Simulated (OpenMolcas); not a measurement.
Multiconfigurational calculation for Pm³⁺ complex (part 2 of 2)

The same run, continued: Pm³⁺ with 6 ligands (Br; octahedron, 2.84 Å), embedded in Cs2NaYBr6 by model potentials and point charges, whose field is part of the energies. Method: state-averaged CASSCF, active space 4 electrons in the shell 4f, basis ANO-RCC-VDZP on the metal and ANO-RCC-VDZP on the ligands, DKH2 scalar Hamiltonian, spin-orbit coupling by RASSI with atomic mean-field integrals (OpenMolcas).

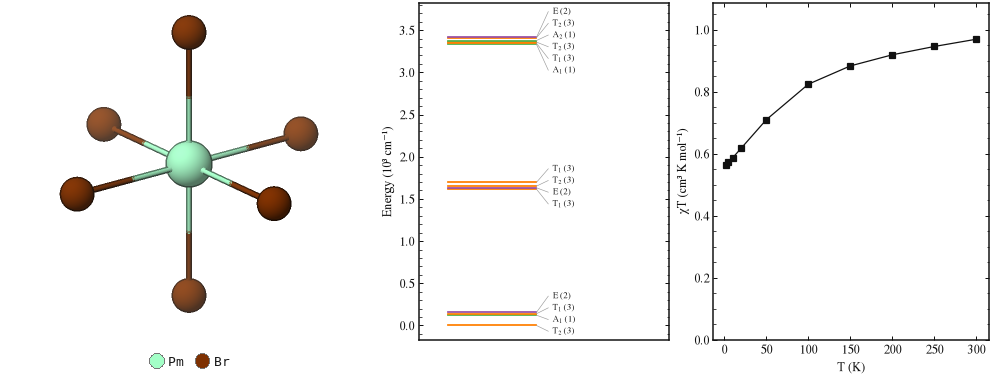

Fig. 2: Pm³⁺ (4f⁴) as a dopant in Cs₂NaYBr₆, a cluster with its 6 nearest Br⁻ at 2.840 Å (octahedron) embedded in model potentials and point charges; the geometry was set, not optimised, and its levels and susceptibility. Labels give the representation in O, Td, D4 or D3 as the site allows (double group for half-integer spin) where it could be assigned and, in brackets, the degeneracy; spin-free states, where drawn, share the zero of the spin-orbit levels. Powder susceptibility by Van Vleck's formula. The ground level is T₂, 3-fold degenerate, 98 % from states of spin multiplicity 5 (of the 210 states of multiplicity 3, 106 enter the spin-orbit step), effective J = 4.00, with |mJ| = 3 the largest share (58 %). The next level lies at 122 cm⁻¹ (A₁). The lowest J multiplet spreads over 155 cm⁻¹. χT is 0.563 cm³ K mol⁻¹ at 2 K and 0.969 at 300 K, an effective moment of 2.78 μB. The active orbitals hold 99 to 100 % metal character (Löwdin), and the Mulliken charge of the metal is +1.76.

## Input file
```
&GATEWAY
Basis set
Pm.ANO-RCC-VDZP.
Pm1 0.0 0.0 0.0 Angstrom
End of basis
Basis set
Br.ANO-RCC-VDZP.
L1 2.840000 0.000000 0.000000 Angstrom
L2 0.000000 2.840000 0.000000 Angstrom
L3 0.000000 0.000000 2.840000 Angstrom
End of basis
Basis set
Na.EMB-AIMP.Al-Abdalla.7s4p.1s1p.ECP.Cs2NaYBr6.
PseudoCharge
* 3 symmetry-unique lattice sites within 7.6 angstrom
End of basis
Basis set
Cs.EMB-AIMP.Al-Abdalla.0s.0s.ECP.Cs2NaYBr6.
PseudoCharge
* 4 symmetry-unique lattice sites within 7.6 angstrom
End of basis
Basis set
Br.EMB-AIMP.Al-Abdalla.0s.0s.ECP.Cs2NaYBr6.
PseudoCharge
* 12 symmetry-unique lattice sites within 7.6 angstrom
End of basis
Symmetry
XYZ
AngMom=0.0 0.0 0.0
AMFI
RICD
XField
1570 Angstrom 0
* Evjen-weighted lattice charges
&SEWARD
&RASSCF
FileOrb=start.orb
Symmetry=1
Spin=5
nActEl=4 0 0
Inactive=69 66
Ras2=0 7
CIRoot=35 35 1
SDav=35
CIMx=300
Iter=150 100
PrWF=0.3
OrbListing=Nothing
MaxOrb=0
LevShft=1.0
>>> COPY $Project.JobIph JOB001
&RASSCF
FileOrb=start.orb
Symmetry=1
Spin=3
nActEl=4 0 0
Inactive=69 66
Ras2=0 7
CIRoot=162 162 1
SDav=210
CIMx=300
Iter=150 100
PrWF=0.3
OrbListing=Nothing
MaxOrb=0
CIOnly
LevShft=1.0
>>> COPY $Project.JobIph JOB002
&RASSCF
FileOrb=start.orb
Symmetry=1
Spin=1
nActEl=4 0 0
Inactive=69 66
Ras2=0 7
CIRoot=162 162 1
SDav=196
CIMx=300
Iter=150 100
PrWF=0.3
OrbListing=Nothing
MaxOrb=0
CIOnly
LevShft=1.0
>>> COPY $Project.JobIph JOB003
&RASSI
NrOfJobIphs=3 32 106 31
1 2 3 4 5 6 7 8 9 10 11 12 13 14 15 16 17 18 19 20 21 22 23 24 25 26 27
28 29 30 31 32
1 2 3 4 5 6 7 8 9 10 11 12 13 14 15 16 17 18 19 20 21 22 23 24 25 26 27
28 29 30 31 32 33 34 35 36 37 38 39 40 41 42 43 44 45 46 47 48 49 50 51
52 53 54 55 56 57 58 59 60 61 62 63 64 65 66 67 68 69 70 71 72 73 74 75
76 77 78 79 80 81 82 83 84 85 86 87 88 89 90 91 92 93 94 95 96 97 98 99
100 101 102 103 104 105 106
1 2 3 4 5 6 7 8 9 10 11 12 13 14 15 16 17 18 19 20 21 22 23 24 25 26 27
28 29 30 31
IphNames
JOB001
JOB002
JOB003
EJob
SpinOrbit
DIPRint=1.0
SOCoupling=1000.0
Subsets=2
Property=9
'ANGMOM' 1 'ANGMOM' 2 'ANGMOM' 3 'MLTPL  1' 1 'MLTPL  1' 2 'MLTPL  1' 3
'AMFI' 1 'AMFI' 2 'AMFI' 3
SOProperty=3
'ANGMOM' 1 'ANGMOM' 2 'ANGMOM' 3
```

The file start.orb holds starting orbitals from an earlier step. A driver script formed the levels outside the program, from RASSI's spin-orbit matrix and the active-space energies, averaged over the components of each term or state.

Launched with:
```bash
OMP_NUM_THREADS=1 MOLCAS_MEM=2457 MOLCAS_PROJECT=a pymolcas a.inp > a.log  # once for each step of the input, in one work folder
```

## Summary

- outcome: converged
- energy of the lowest spin-free term: −25639.38144 hartree
- energy of the lowest spin-orbit level: −25639.40082 hartree
- largest spread among components of a term: 0.2 cm⁻¹
- hardware: 1 thread of Arm Neoverse V1, 24 GiB of memory available, shared host
- wall time: 3.6 min

## Remarks

Without dynamic correlation the splittings between terms come out too large, often by 20 to 50 %. Caveats: high states of lower spin left out of the spin-orbit mixing; covalent bonds, ligand orbitals missing from the active space; the geometry is set by hand, with no relaxation; spin-free states above about 39,000 cm⁻¹ are left out of the spin-orbit step.
